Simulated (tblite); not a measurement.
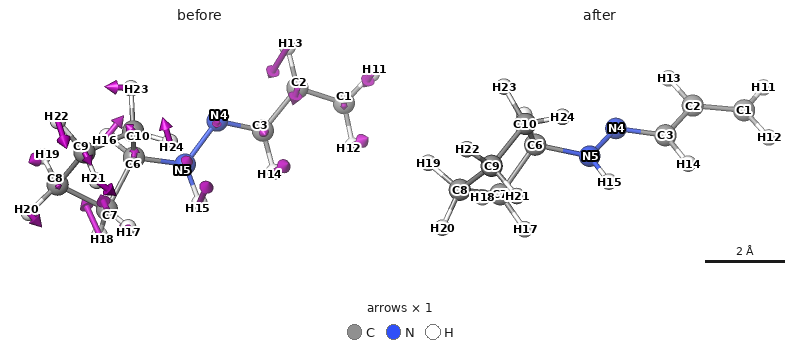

The structure of C₈H₁₄N₂ before (left) and after (right) a relaxation, at one scale. The purple arrows give the displacements, at their true length.

Style: ball-and-stick. Shown at a tilt.

Level of theory: tblite, GFN2-xTB geometry optimisation, gas phase. 

**What changed between the two?**

The largest move after the best rigid fit is that of H13, 1.36 Å. By element the largest moves are H 1.36 Å, C 0.65 Å, N 0.40 Å. Near-neighbour distances that change, for instance: N4–N5 1.429 → 1.316 Å, C6–C10 1.511 → 1.550 Å, N5–H15 1.050 → 1.020 Å, C3–N4 1.309 → 1.279 Å. Among the angles between lasting bonds that change: C6–C7–C8 96.3° → 105.1°, H17–C7–H18 116.5° → 108.1°, C1–C2–C3 115.8° → 124.0°. Groups turn about N5–C6 by about 55°, C6–C10 by about 40°, C6–C7 by about 40°. After 191 geometry steps the energy has fallen by 1.039 eV.
